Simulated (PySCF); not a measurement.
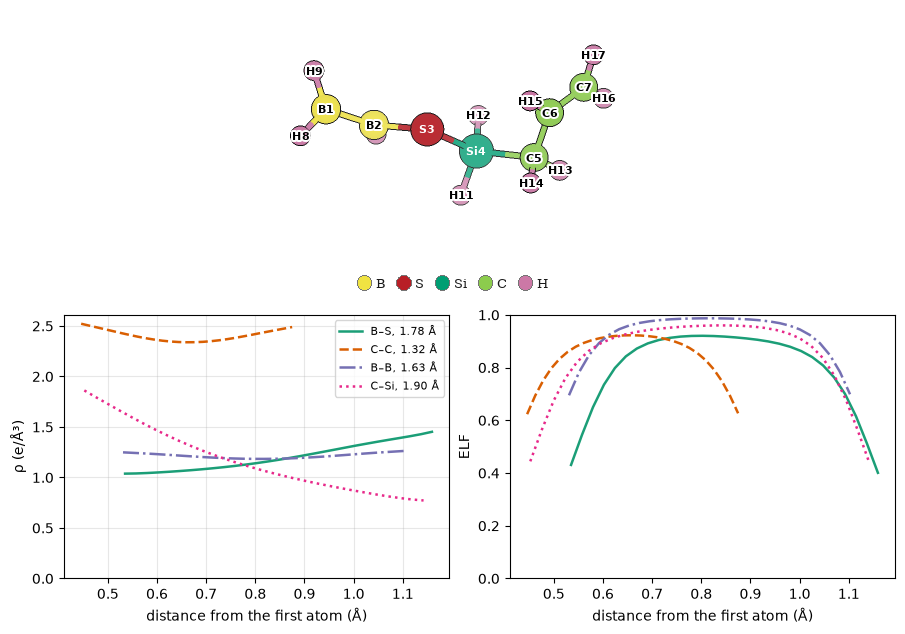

Figure 1: C3H10B2SSi (SMILES BBS[SiH2]CC=C). Total electron density and ELF along straight lines between neighbouring atoms. The curves leave out the atomic cores. The structure is drawn too.

Geometry: GFN2-xTB.

Level of theory: PBE0/pcSseg-1, SCF density, gas phase, non-relativistic in PySCF 2.14.0.

```xyz
17

B    -4.0579    1.1174    0.7738
B    -2.8120    0.3462    0.0522
S    -1.2109    0.1980    0.8237
Si   -0.0305   -0.9043   -0.6215
C     1.6913   -1.1234    0.1603
C     2.3384    0.1957    0.4089
C     3.3460    0.6792   -0.2944
H    -4.8272    0.5661    1.4671
H    -4.2726    2.2595    0.6120
H    -2.8981   -0.1557   -1.0110
H    -0.6792   -2.1960   -0.8480
H     0.0320   -0.1225   -1.8544
H     2.3093   -1.7259   -0.5052
H     1.5914   -1.6631    1.1036
H     1.9061    0.7748    1.2139
H     3.7919    0.1209   -1.1022
H     3.7751    1.6450   -0.0899
```

> What kind of bonding do the profiles show?

B–S (1.78 Å): ρ at the midpoint is about 1.2 e/Å³; the ELF peaks at about 0.90 between the atoms (localised, covalent bonding).
C–C (1.32 Å): the density is about 2.3 e/Å³ at the midpoint; the ELF peaks at about 0.90 between the atoms: a multiple bond.
B–B (1.63 Å): ρ at the midpoint is about 1.2 e/Å³; the ELF peaks at about 1 between the atoms; a covalent bond.
C–Si (1.90 Å): ρ at the midpoint is about 0.92 e/Å³; the ELF peaks at about 0.95 between the atoms, as expected for a shared electron pair.
